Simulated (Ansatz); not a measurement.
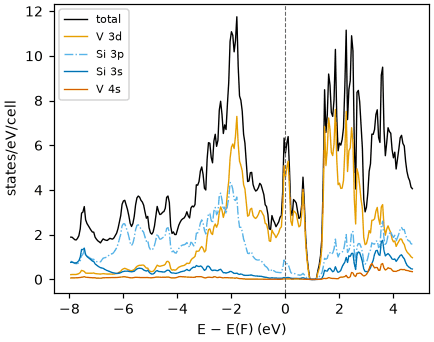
Fig. 1. Total and projected density of states of VSi2 in space group P6_222 (No. 180; V on 3d, Si on 6j), plane-wave PAW r²SCAN (Ansatz code)

Problem. Which orbitals carry the states next to the Fermi level?

Solution. Within 0.5 eV of the Fermi level: V 3d 82 %, Si 3p 11 %. Projections are on Löwdin-orthogonalised atomic valence shells; empty p or d shells of many metals are not among them.

Problem. Where is the tallest occupied peak in this window, and what makes it?

Solution. Near -1.8 eV, about 12 states/eV per cell; the largest projected share is V 3d.

The r²SCAN relaxation kept the symmetry of its start; of distortions, only those at the zone centre were tested. No spin polarisation was allowed.

Potentials: the later of the program's two PAW sets.
